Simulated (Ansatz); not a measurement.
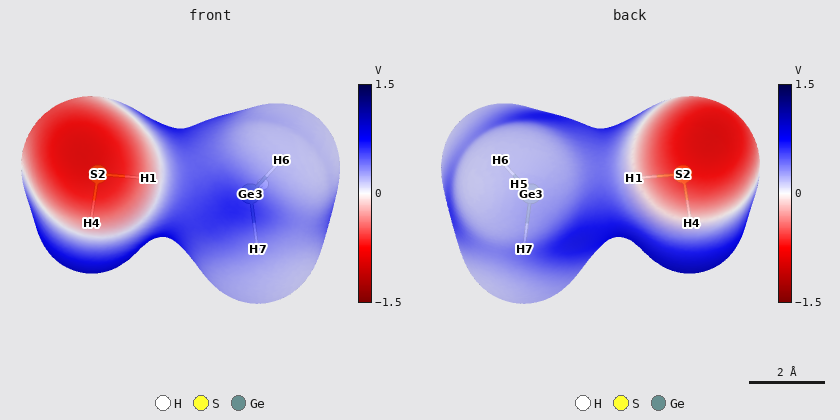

H2S···GeH3 (doublet). The electrostatic potential painted on the density surface at 0.001 e/bohr³, seen from the front and from behind; red is negative and blue positive.

Method: UKS BHLYP/def2-mTZVP in Ansatz 0.2.0.

```xyz
7

H    -0.7809   -0.9167   -0.7917
S    -1.2567   -1.7962   -1.7060
Ge    0.3687    0.9104    1.0117
H    -0.1025   -1.8242   -2.3879
H    -0.0133    2.3283    0.5742
H    -0.0894    0.6298    2.4465
H     1.8743    0.6686    0.8533
```

Question: Which sites attract a positive test charge, and which a negative one?

Answer: A positive charge is drawn to the negative regions and a negative charge to the positive ones. The most negative region (about −0.9 V) lies over S2, the most positive (about +1.0 V) over H4.
